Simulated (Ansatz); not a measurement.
# H₈NO₂ScSi₂: taking an electron away

Aim: the vertical ionisation energy of H₈NO₂ScSi₂, as cation minus neutral at the neutral's geometry, on several levels, and how well −ε(HOMO) stands in for it.

Method: unrestricted cation, the program's frozen cores in correlated methods; program: Ansatz 0.2.0, Gaussian basis.

The runs, in order: UKS PBE-D4/def2-TZVPP; UKS r2SCAN-D4/def2-TZVPP; UKS PBE0-D4/def2-TZVPP; UKS B3LYP-D4/def2-TZVPP; UKS wB97X-V/def2-TZVPP; UKS wB97M-V/def2-TZVPP; UKS B2PLYP/def2-TZVPP; UHF-CCSD(T)/def2-TZVPP; UHF-MP2/def2-QZVPP; extrapolation to the limit; then −ε(HOMO) from the neutral's earlier runs with LDA (SPW92), PBE-D4, revPBE-D4, BLYP-D4, r2SCAN-D4, B97M-V, PBE0-D4, B3LYP-D4, r2SCANh-D4, r2SCAN0-D4, HSE06-D4, BHLYP-D4, CAM-B3LYP-D4, LC-ωPBE, ωB97X-V, ωB97M-V.

### 1 Structure used throughout

The geometry comes from an earlier relaxation with PBE0-D4 in a triple-zeta def2 set; it is a stationary point, not always the lowest conformer.

14 atoms, charge 0, spin multiplicity 1.

Atoms are counted from 1 here; the program's logs count them from 0.

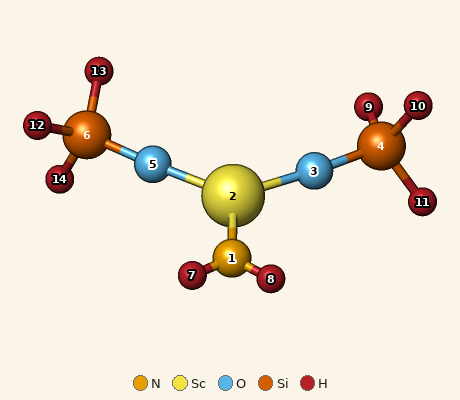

The structure; nitrogen amber, scandium yellow, oxygen blue, silicon orange, hydrogen red; atoms are numbered from 1 in the order of the file.

### 2 Cation, UKS PBE-D4/def2-TZVPP

in.yaml

```yaml
crystal:
  periodic: [false, false, false]
  atoms:
    - {symbol: N, position_ang: [-1.715397, -2.084573, 0.238008]}
    - {symbol: Sc, position_ang: [-0.464726, -0.565944, 0.064918]}
    - {symbol: O, position_ang: [1.366731, -0.952638, -0.251536]}
    - {symbol: Si, position_ang: [2.957299, -1.173759, -0.512894]}
    - {symbol: O, position_ang: [-1.171239, 1.188676, 0.225287]}
    - {symbol: Si, position_ang: [-1.675052, 2.731785, 0.335138]}
    - {symbol: H, position_ang: [-2.711579, -2.023127, 0.407308]}
    - {symbol: H, position_ang: [-1.479183, -3.066947, 0.174603]}
    - {symbol: H, position_ang: [3.634496, 0.122351, -0.797265]}
    - {symbol: H, position_ang: [3.601679, -1.785854, 0.682527]}
    - {symbol: H, position_ang: [3.174684, -2.077848, -1.676617]}
    - {symbol: H, position_ang: [-2.774065, 2.854316, 1.333205]}
    - {symbol: H, position_ang: [-0.560387, 3.624680, 0.758634]}
    - {symbol: H, position_ang: [-2.183262, 3.208882, -0.981327]}
basis:
  gaussian: {orbitals: def2-TZVPP}
total_charge: 1
magnetization: {spin_polarized: true, initial_magnetization: 1}
hamiltonian: {xc: pbe, dispersion: d4}
```

Command:

```sh
> ansatz run in.yaml --threads 2 --pin off --events-out ev --progress --plain --max-ram 32768MiB --backend cuda --devices 0, --max-vram 18GiB
```

Further steps of the session: Cation, UKS r2SCAN-D4/def2-TZVPP; Cation, UKS PBE0-D4/def2-TZVPP; Cation, UKS B3LYP-D4/def2-TZVPP; Cation, UKS wB97X-V/def2-TZVPP; Cation, UKS wB97M-V/def2-TZVPP; Cation, UKS B2PLYP (frozen core)/def2-TZVPP; Cation, UHF-CCSD(T)/def2-TZVPP; Cation, UHF-MP2/def2-QZVPP.

Q: Predict the results of all the runs planned. Wanted: ionisation energy, CCSD(T)/CBS; nearest functional by difference; nearest −ε(HOMO); −ε(HOMO) of PBE; T1 of the cation.

**Answer**, as computed:

| quantity | value |
| --- | --- |
| ionisation energy, CCSD(T)/CBS | 9.66 eV |
| nearest functional by difference | ωB97M-V (-0.08 eV) |
| nearest −ε(HOMO) | ωB97M-V (+0.09 eV) |
| −ε(HOMO) of PBE | 6.05 eV |
| T1 of the cation | 0.016 |

**Reading.** By cation minus neutral, the functionals miss by 0.78 eV at most. The PBE orbital energy is 3.6 eV too small: a semilocal HOMO is no ionisation energy. Among orbital estimates ωB97M-V comes nearest. Hartree-Fock falls 1.62 eV short, as the neutral has more correlation energy than the cation. Correlated methods include outer-core shells of Sc, which these sets cover unevenly.
